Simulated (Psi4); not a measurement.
# One shape, several levels: singlet C2H6Ga+

We compute a comparison of 3 runs (PBE/6-31G*, revPBE/6-31G*, MP2/6-31G*) of singlet C2H6Ga+. 

Program for the calculation: Psi4 1.11.

1 further run of the same task is left out (it didn't finish).

## 1. Starting point

The species is C2H6Ga+ (9 atoms), meant as a singlet with charge +1. SMILES of the parent species: `C[Ga]C`. The coordinates come from a PBE0-D4/def2-TZVP relaxation. That shape belongs to the parent species and isn't relaxed for this state.

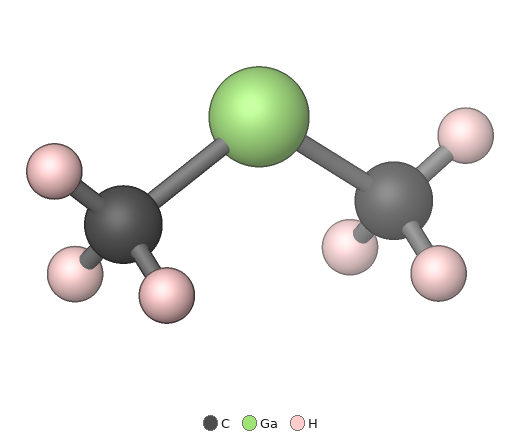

Viewed from a chosen angle; carbon dark grey, gallium green, hydrogen pink.

## 2. The energy at PBE/6-31G(d) (spherical functions) (run 1)

File input.in:

```
memory 2.2 GB

molecule {
  1 1
  C
  Ga 1 r2
  C 2 r3 1 a3
  H 1 r4 2 a4 3 d4
  H 1 r5 4 a5 2 d5
  H 1 r6 5 a6 4 d6
  H 3 r7 2 a7 1 d7
  H 3 r8 7 a8 2 d8
  H 3 r9 7 a9 8 d9

  r2 = 1.998082
  r3 = 1.998068
  a3 = 118.10589
  r4 = 1.094768
  a4 = 108.6413
  d4 = 60.86243
  r5 = 1.094592
  a5 = 107.87259
  d5 = 117.84735
  r6 = 1.08913
  a6 = 109.11293
  d6 = -118.23839
  r7 = 1.089127
  a7 = 113.26288
  d7 = 179.59204
  r8 = 1.09467
  a8 = 109.05828
  d8 = 121.26341
  r9 = 1.094706
  a9 = 109.02307
  d9 = 117.54964
  symmetry c1
  no_reorient
  no_com
}

set {
  basis                6-31G*
  reference            rks
  puream               true
  e_convergence        1e-09
  d_convergence        1e-08
  scf_type             pk
  dft_radial_points    99
  dft_spherical_points 590
}

result, w = energy("pbe", return_wfn=True)
print_variables()
```

Launch:

```console
$ psi4 -i input.in -o input.out -n 1
```

input.out:

```text
[...]
  Running in c1 symmetry.
[...]
  Nuclear repulsion =  167.444238893309517
[...]
  Multiplicity = 1
[...]
  Nalpha       = 24
  Nbeta        = 24
[...]
    Number of basis functions: 72
[...]
   @RKS iter   1: -2001.70370346848836   -1.39824e+00   4.25494e-02 ADIIS/DIIS
[...]
   @RKS iter  13: -2003.69333030750477   -9.09495e-13   2.05171e-09 DIIS
[...]
  @RKS Final Energy: -2003.69333030750477
   => Energetics <=
    Nuclear Repulsion Energy =            167.4442388933095174
    One-Electron Energy =               -3110.1921582553964072
    Two-Electron Energy =                1026.4280224685057874
    DFT Exchange-Correlation Energy =     -87.3734334139234221
    Empirical Dispersion Energy =           0.0000000000000000
    VV10 Nonlocal Energy =                  0.0000000000000000
    Total Energy =                      -2003.6933303075047661
[...]
 Multipole Moments:
 ------------------------------------------------------------------------------------
     Multipole            Electronic (a.u.)      Nuclear  (a.u.)        Total (a.u.)
 ------------------------------------------------------------------------------------
 L = 1.  Multiply by 2.5417464519 to convert [e a0] to [Debye]
 Dipole X            :          0.0055762           -0.0083502           -0.0027740
 Dipole Y            :          6.3041948           -6.2595679            0.0446269
 Dipole Z            :          3.7802509           -3.7535215            0.0267294
 Magnitude           :                                                    0.0520933
[...]
```

Run time: 14 s. Hardware: 1 thread of Intel Xeon 6975P-C (Granite Rapids), shared host; peak memory 1.1 GiB.

## 3. The energy at revPBE/6-31G(d) (spherical functions) (run 2)

File input.json:

```json
{
  "schema_name": "qcschema_input",
  "schema_version": 1,
  "molecule": {
    "schema_name": "qcschema_molecule",
    "schema_version": 2,
    "symbols": ["C", "Ga", "C", "H", "H", "H", "H", "H", "H"],
    "geometry": [-2.35577038, 2.19778928, 0.3312312, 0.86290564, 0.7286028, 1.6497498, 2.4074166, -2.15355079, -0.23819998, -3.80645644, 0.72283914, 0.3353508, -2.0644691, 2.79622775, -1.62724317, -3.02864516, 3.80088174, 1.43275255, 4.16113913, -2.82857986, 0.60131085, 2.77672577, -1.55341157, -2.18310611, 1.04713504, -3.7108174, -0.30184595],
    "molecular_charge": 1,
    "molecular_multiplicity": 1,
    "fix_symmetry": "c1"
  },
  "driver": "energy",
  "model": {
    "method": "revpbe",
    "basis": "6-31G*"
  },
  "keywords": {
    "reference": "rks",
    "puream": true,
    "e_convergence": 1e-09,
    "d_convergence": 1e-08,
    "scf_type": "pk",
    "dft_radial_points": 99,
    "dft_spherical_points": 590,
    "scf_properties": ["QUADRUPOLE", "LOWDIN_CHARGES", "WIBERG_LOWDIN_INDICES"]
  }
}
```

Launch:

```console
$ psi4 --qcschema input.json -n 1 --memory 2200MB
```

stdout:

```text
[...]
  Running in c1 symmetry.
[...]
  Nuclear repulsion =  167.444230213032398
[...]
  Multiplicity = 1
[...]
  Nalpha       = 24
  Nbeta        = 24
[...]
    Number of basis functions: 72
[...]
   @RKS iter   1: -2001.96759031860256   -1.41864e+00   4.24658e-02 ADIIS/DIIS
[...]
   @RKS iter  13: -2003.94475133099036   -6.59384e-12   1.48688e-09 DIIS
[...]
  @RKS Final Energy: -2003.94475133099036
   => Energetics <=
    Nuclear Repulsion Energy =            167.4442302130323981
    One-Electron Energy =               -3110.2247069375671344
    Two-Electron Energy =                1026.4732970510465293
    DFT Exchange-Correlation Energy =     -87.6375716575022068
    Empirical Dispersion Energy =           0.0000000000000000
    VV10 Nonlocal Energy =                  0.0000000000000000
    Total Energy =                      -2003.9447513309903570
[...]
 Multipole Moments:
 ------------------------------------------------------------------------------------
     Multipole            Electronic (a.u.)      Nuclear  (a.u.)        Total (a.u.)
 ------------------------------------------------------------------------------------
 L = 1.  Multiply by 2.5417464519 to convert [e a0] to [Debye]
 Dipole X            :          3.1840779           -3.1510361            0.0330418
 Dipole Y            :          2.6882514           -2.6608883            0.0273631
 Dipole Z            :          6.0893481           -6.0217799            0.0675682
 Magnitude           :                                                    0.0800372
 L = 2.  Multiply by 1.3450342976 to convert [e a0^2] to [Debye ang]
 Quadrupole XX       :       -147.1577167          131.4522557          -15.7054610
 Quadrupole XY       :         92.6657108          -94.2965677           -1.6308569
[...]
```

The result, in JSON:

```text
{
 "driver": "energy",
 "model": {
  "method": "revpbe",
  "basis": "6-31G*"
 },
 "success": true,
 "return_result": -2003.9447513309904,
 "properties": {
  "calcinfo_nbasis": 72,
  "calcinfo_nmo": 72,
  "calcinfo_nalpha": 24,
  "calcinfo_nbeta": 24,
  "calcinfo_natom": 9,
  "nuclear_repulsion_energy": 167.4442302130324,
  "return_energy": -2003.9447513309904,
  "scf_one_electron_energy": -3110.224706937567,
  "scf_two_electron_energy": 1026.4732970510465,
  "scf_xc_energy": -87.6375716575022,
  "scf_dipole_moment": [0.03304179194984558, 0.027363084417719286, 0.06756816888247119],
  "scf_total_energy": -2003.9447513309904,
  "scf_iterations": 13
 }
}
```

Wall time 12 s (1 thread of Intel Xeon 6975P-C (Granite Rapids), shared host); peak memory 1.1 GiB.

## 4. A single-point energy at MP2/6-31G(d) (spherical functions) (run 3)

File job.in:

```
memory 2.2 GB

molecule mol {
  1 1
  C     -1.246620     1.163020     0.175280
  Ga     0.456630     0.385560     0.873010
  C      1.273950    -1.139610    -0.126050
  H     -2.014290     0.382510     0.177460
  H     -1.092470     1.479700    -0.861100
  H     -1.602690     2.011340     0.758180
  H      2.201980    -1.496820     0.318200
  H      1.469380    -0.822030    -1.155250
  H      0.554120    -1.963680    -0.159730
  symmetry c1
  no_reorient
  no_com
}

set basis 6-31G*
set puream true
set e_convergence 1e-09
set d_convergence 1e-08
set scf_type pk
set num_frozen_docc 11
set mp2_type conv

E = energy("mp2")
```

Launch:

```console
$ psi4 -i job.in -o job.out -n 1
```

job.out:

```text
[...]
  Running in c1 symmetry.
[...]
  Nuclear repulsion =  167.444230096275078
[...]
  Multiplicity = 1
[...]
  Nalpha       = 24
  Nbeta        = 24
[...]
    Number of basis functions: 72
[...]
   @RHF iter   1: -2000.56799803732952   -3.38253e+00   3.53576e-02 DIIS/ADIIS
[...]
   @RHF iter  11: -2001.91422601514705   -2.50111e-12   4.12862e-09 DIIS
[...]
  @RHF Final Energy: -2001.91422601514705
   => Energetics <=
    Nuclear Repulsion Energy =            167.4442300962750778
    One-Electron Energy =               -3111.4164828862235481
    Two-Electron Energy =                 942.0580267748015331
    Total Energy =                      -2001.9142260151470509
[...]
 Multipole Moments:
 ------------------------------------------------------------------------------------
     Multipole            Electronic (a.u.)      Nuclear  (a.u.)        Total (a.u.)
 ------------------------------------------------------------------------------------
 L = 1.  Multiply by 2.5417464519 to convert [e a0] to [Debye]
 Dipole X            :        -25.3249652           26.1453814            0.8204162
 Dipole Y            :        -21.3870444           22.0792577            0.6922133
 Dipole Z            :        -48.3848864           49.9576502            1.5727638
 Magnitude           :                                                    1.9041607
[...]
	SCS-MP2 Total Energy (a.u.)        : -2002.38514637044545
	SOS-MP2 Total Energy (a.u.)        : -2002.34062821722409
	SCSN-MP2 Total Energy (a.u.)       : -2002.14928186415545
[...]
	SOS-PI-MP2 Total Energy (a.u.)     : -2002.41169525090345
[...]
	MP2 Total Energy (a.u.)            : -2002.40311564320837
[...]
```

Wall time 3.3 s (1 thread of Intel Xeon 6975P-C (Granite Rapids), shared host); peak memory 0.3 GiB.

## 5. Overview of the runs

```csv
run,level,frozen core orbitals,integration grid,energy (Eh),HOMO energy (eV),LUMO energy (eV),HOMO–LUMO gap (eV),wall time
1,PBE/6-31G* (spherical functions),0,99 radial × 590 angular,-2003.693330,-12.50,-9.80,2.70,14 s
2,revPBE/6-31G* (spherical functions),0,99 radial × 590 angular,-2003.944751,-12.45,-9.71,2.74,12 s
3,MP2/6-31G* (spherical functions),11,–,-2002.403116,-16.05,-5.90,10.15,3.3 s
```

## 6. Results

```
                                           quantity           value
                                run 3: total energy  -2002.40312 Eh
         run 3: HOMO energy (Hartree–Fock orbitals)       -16.05 eV
         run 3: LUMO energy (Hartree–Fock orbitals)        -5.90 eV
       run 3: HOMO–LUMO gap (Hartree–Fock orbitals)        10.15 eV
run 3: correlation energy (11 core orbitals frozen)      -488.9 mEh
```

In words: Totals of different functionals can't be ranked against each other. All runs together took 29 s, the longest 14 s.
